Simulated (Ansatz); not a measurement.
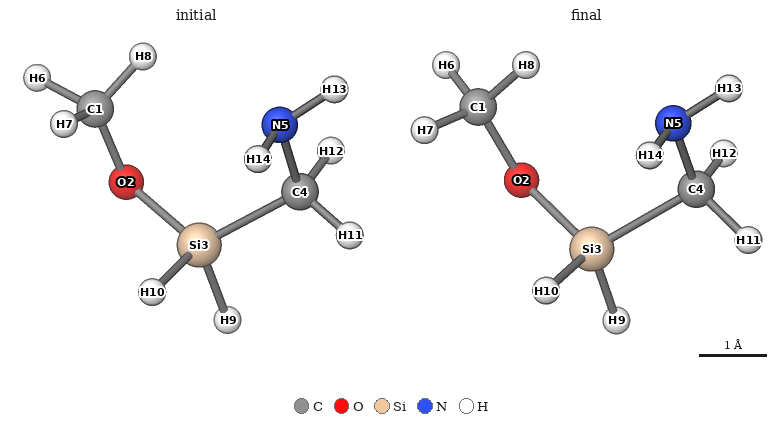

The structure of C2H9NOSi (coarse preliminary run) before (left) and after (right) a relaxation, at one scale.

Style: ball-and-stick. Shown at a tilt.

The start comes from a force field.

The calculation used RKS PBE-D4/def2-SVP in Ansatz. Settings: force threshold 0.03 eV/Å; at most 200 steps.

Q: Describe what moved and what it gained.

A: The largest move after the best rigid fit is that of H7, 0.54 Å. Largest moves by element: H 0.54 Å, C 0.12 Å, N 0.10 Å, O 0.08 Å, Si 0.08 Å. Among the contacts that change: C4–H11 1.037 → 1.124 Å, Si3–C4 1.833 → 1.899 Å, C1–O2 1.360 → 1.419 Å, C1–H8 1.065 → 1.113 Å. Bond angles that change, for instance: C1–O2–Si3 116.5° → 122.9°, O2–Si3–C4 118.4° → 112.2°, N5–C4–H11 110.1° → 116.2°. Over 8 accepted moves (9 points after the start) the energy falls by 12.9 kcal/mol. Largest force component: 4.3 eV/Å at the start, 0.027 eV/Å at the end. The line search rejected the trial step at point 7 of the run. The run took 16 s on 4 threads of Arm Neoverse V1, on a shared host.
